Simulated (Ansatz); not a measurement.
**BClGe2HO (charge +1): density, localisation and related maps**

The calculation's input:

```
crystal:
  periodic: [false, false, false]
  atoms:
    - {symbol: B, position_ang: [0.007382, 1.696690, 1.226858]}
    - {symbol: Cl, position_ang: [-2.897579, 2.960519, 1.795625]}
    - {symbol: Ge, position_ang: [-1.775174, 2.023475, -0.091719]}
    - {symbol: Ge, position_ang: [-1.248643, 2.828017, 3.646755]}
    - {symbol: O, position_ang: [-0.082193, 2.080432, 2.525979]}
    - {symbol: H, position_ang: [1.025045, 1.198504, 0.821224]}
basis:
  gaussian:
    orbitals: def2-TZVPD
hamiltonian:
  xc: pbe0
total_charge: 1
output: {forces: true, orbitals: {seedname: orbitals}}
```

Run with:

```sh
ansatz run input.yaml --threads 2 --pin off --max-ram 4350MiB --events-out events.jsonl --progress --plain --runs-dir runs
```

Geometry: B3LYP-D3(BJ)/def2-SVP.

Computed with isolated molecule in a Gaussian basis; Kohn-Sham density functional theory, functional PBE0 in Ansatz 0.2.0.

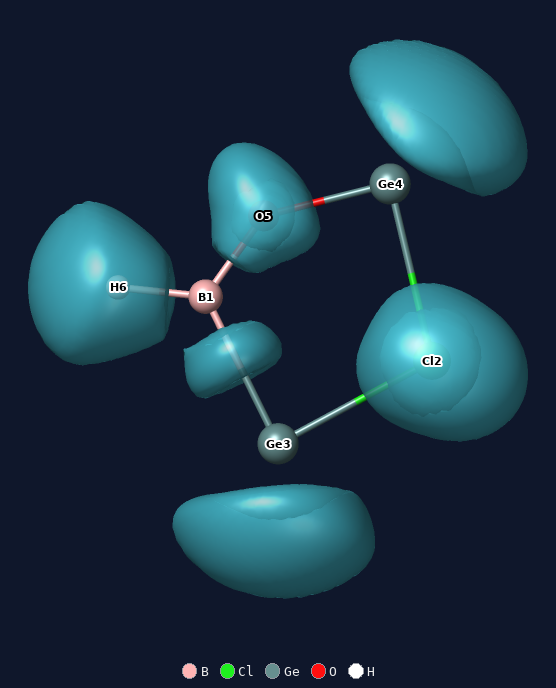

Figure 1. Isosurface of the electron localisation function at 0.75 (cyan), seen across its widest extent. Only the valence region is drawn (cores and ρ < 0.01 e/Å³ removed).

Where are the electrons localised?

The ELF exceeds this value in one region between bonded B–Ge atoms (shared pairs), one region around a hydrogen nucleus, one region on O in which the atom's valence shell and bonds are merged, two lobes on Ge, pointing away from the bonds (lone pairs) and one region wrapped around Cl (its valence shell). Profiles from the grid: B–O (1.36 Å): the ELF peaks at about 0.90 between the atoms (a polar covalent bond). Ge–O (1.78 Å): the ELF peaks at about 0.85 in the valence shell of O, 0.6 Å from its nucleus, and is about 0.30 at the midpoint.

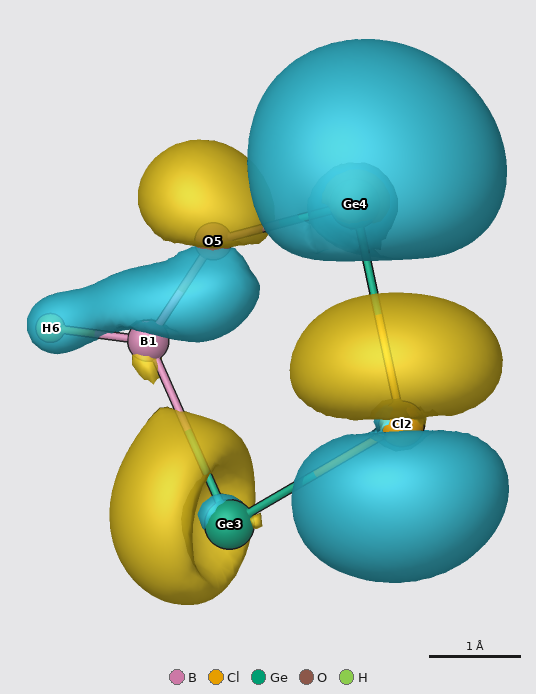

Figure 2. The HOMO−1 at ±0.08 Å⁻³ᐟ² (yellow and cyan are the two phases), seen at a tilt.

Describe this orbital and give its energy.

By Hirshfeld shares it lies mainly on Cl2 (about 40 %), Ge4 (about 40 %), O5 (about 10 %) and Ge3 (about 10 %); it is symmetric in the molecular plane (an in-plane orbital: σ, lone-pair or in-plane π type). Its energy is −14.15 eV.

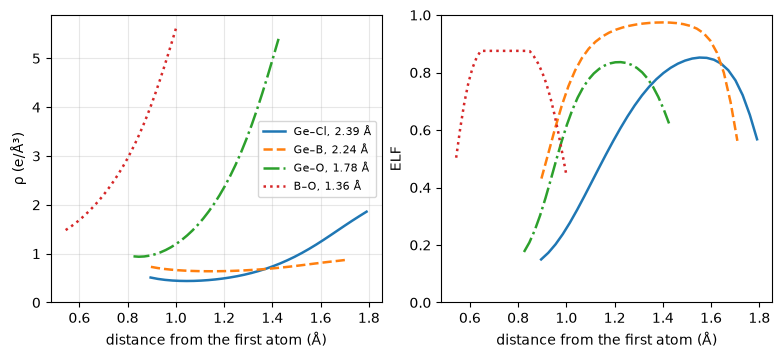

Figure 3. Electron density and ELF along straight lines between neighbouring atoms. The curves leave out the atomic cores.

What can be read from the curves?

Ge–Cl (2.39 Å): the density is about 0.49 e/Å³ at the midpoint, with its minimum of 0.44 e/Å³ about 1.0 Å from Ge; the ELF peaks at about 0.85 in the valence shell of Cl, 0.8 Å from its nucleus, and is about 0.55 at the midpoint.
Ge–B (2.24 Å): ρ is about 0.64 e/Å³ halfway; the ELF peaks at about 1 in the valence shell of B, 0.8 Å from its nucleus, and is about 0.90 at the midpoint.
Ge–O (1.78 Å): ρ at the midpoint is about 0.96 e/Å³; the ELF peaks at about 0.85 in the valence shell of O, 0.6 Å from its nucleus, and is about 0.30 at the midpoint.
B–O (1.36 Å): the density is about 2.1 e/Å³ at the midpoint; the ELF peaks at about 0.90 between the atoms; a short, strongly polar bond.
